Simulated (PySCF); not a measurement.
# The bond of SnBr, level by level

One job finds the state of SnBr, follows it along the bond with each method and fits the curves.

Program: PySCF 2.14.0. Level of theory: Sn def2-TZVPPD with ECP28, Br def2-TZVPPD, scalar-relativistic core potentials. These are calculated values, not measurements.

### Step 1. Input

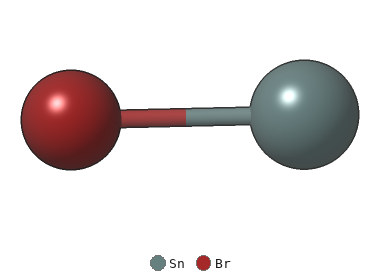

The two atoms at the starting distance (tin teal, bromine red).

Settings of the job:

- atoms: Sn, Br
- charge: 0
- basis: Sn def2-TZVPPD with ECP28, Br def2-TZVPPD
- Hamiltonian: scalar-relativistic core potentials
- basis functions: 113
- electrons treated: 57
- masses in u: 119.9022, 78.9183
- levels: PBE0, PBE, r²SCAN, TPSS, PW91, M06, TPSSh, BLYP, ωB97X, HF, MP2, SCS-MP2
- grid: 80 radial by 434 angular points
- occupations: held fixed by the projection of orbital angular momentum
- dissociation limit: Sn + Br, each in its ground configuration
- starting distance in angstrom: 2.465
- values of 2S to try: 1, 3

Run with:

```sh
$ OMP_NUM_THREADS=2 python dia.py task.json out
```

After this run come: First curve: PBE0; Other states along the same grid; PBE (GGA); r²SCAN; TPSS; PW91 (GGA); M06; TPSSh (hybrid meta-GGA); BLYP (GGA); ωB97X (range-separated hybrid); UHF (mean field).

Q: Predict the outcome of this session. Wanted: for each run, Re; ωe; De; μ.

As calculated:

Lowest PBE0 solution found, without spin–orbit coupling: ²Π (doublet), unpaired electrons π ↑. State 2 has its PBE0 minimum 3.17 eV higher. The other levels ran on the lowest alone.

```
      level  Re (Å)  ωe (cm⁻¹)  De (eV)  μ (D)
        UHF   2.543      238.0     2.33  -3.03
    UHF-MP2   2.505      248.5     3.51    n/a
UHF-SCS-MP2   2.519      243.6     3.39    n/a
        PBE   2.542      233.5     3.71  -2.40
       PW91   2.540      234.1     3.74  -2.40
       BLYP   2.575      222.6     3.56  -2.59
       TPSS   2.537      235.1     3.67  -2.45
     r²SCAN   2.521      242.4     3.67  -2.38
      TPSSh   2.528      238.7     3.62  -2.49
       PBE0   2.519      243.0     3.57  -2.52
        M06   2.525      243.3     3.70  -2.53
      ωB97X   2.512      245.8     3.65  -2.63
```

De is counted to Sn + Br in their ground configurations. A positive dipole means Sn(−)Br(+).

**Reading.** Bond lengths run from 2.505 Å (UHF-MP2) to 2.575 Å (BLYP). Among the levels with a De in the table, it runs from 2.33 eV (UHF) to 3.74 eV (PW91).

Correlated steps freeze 13 core orbitals. Spin–orbit coupling is left out, which matters for elements this heavy, above all for dissociation energies.
